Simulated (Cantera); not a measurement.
Feed: 1 mol Cu, a varied amount of F₂, 0.49 mol N₂, held at 577 °C and 4.00e-5 bar.

Cantera equilibrium calculation (NASA polynomials, part measured and part estimated; ideal gas, pure solids and liquids). Candidate condensed phases: Cu, CuF₂; 11 gas species. Equilibrium is a limit: real reactors are often held back by kinetics, nucleation or transport.

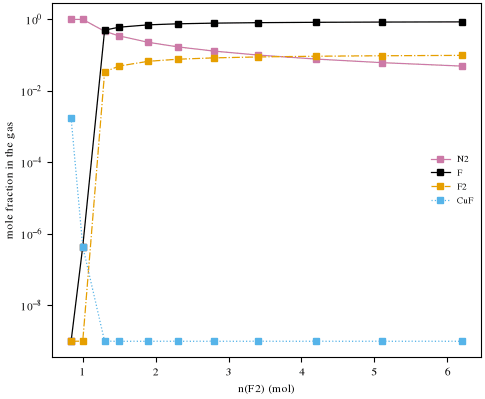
Fig. 1. Equilibrium gas composition (values under 1e-9 drawn at 1e-9)

Q: Read off the mole fractions at 1.5 mol F₂.

A: F about 0.60, N₂ about 0.34, F₂ about 0.050.
